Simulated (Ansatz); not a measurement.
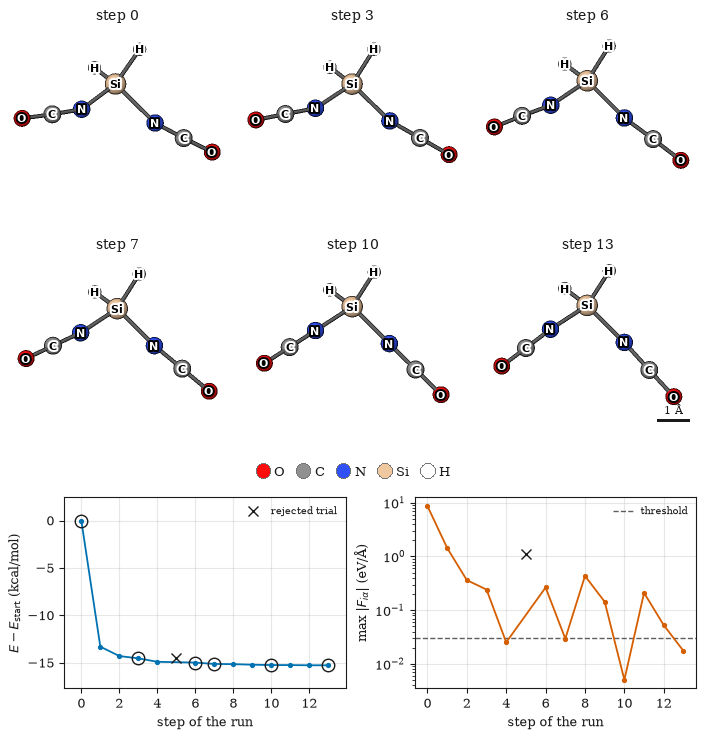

Frames of a relaxation of C2H2N2O2Si (coarse preliminary run), marked on the history of the run. Style: ball-and-stick. Shown at a tilt.

The start comes from a force field.

The calculation used Ansatz 0.2.0, RKS PBE-D4/def2-SVP. (force threshold 0.03 eV/Å; at most 200 steps)

Q: What happens along the run?

A: The largest moves after the best rigid fit, 0.66 Å, are those of O atoms. By element the largest moves are O 0.66 Å, N 0.32 Å, H 0.27 Å, Si 0.25 Å, C 0.20 Å. Near-neighbour distances that change, for instance: N–Si 1.809 → 1.722 Å, C–N 1.139 → 1.210 Å, N–Si 1.673 → 1.722 Å, H–Si 1.451 → 1.496 Å. Among the angles between lasting bonds that change: Si–N–C 158.7° → 176.4°, C–N–Si 160.4° → 176.5°, N–Si–N 105.8° → 109.6°. Over 12 accepted moves (13 points after the start) the energy falls by 15.3 kcal/mol. Largest force component: 8.6 eV/Å at the start, 0.018 eV/Å at the end. The line search rejected the trial step at point 5 of the run. The forces were under the threshold at step 4, but the run went on from there. The run took 25 s on 4 threads of Arm Neoverse N1, with other jobs on the host. From step 0 to 3: an O atom moves most (0.10 Å), energy −14.5 kcal/mol. From step 3 to 6: O atoms move most (0.25 Å), energy −0.45 kcal/mol. From step 6 to 7: an O atom moves most (0.10 Å), energy −0.14 kcal/mol. From step 7 to 10: O atoms move most (0.18 Å), energy −0.11 kcal/mol. From step 10 to 13: O atoms move most (0.12 Å), energy −0.03 kcal/mol.

```
step  E − E(0), kcal/mol  largest force component, eV/Å      note
   0                0.00                         8.6461          
   1              -13.30                         1.4394          
   2              -14.29                         0.3626          
   3              -14.53                         0.2422          
   4              -14.90                         0.0253          
   5              -14.54                         1.1183  rejected
   6              -14.98                         0.2649          
   7              -15.12                         0.0295          
   8              -15.14                         0.4338          
   9              -15.20                         0.1437          
  10              -15.24                         0.0051          
  11              -15.24                         0.2101          
  12              -15.26                         0.0527          
  13              -15.27                         0.0175
```
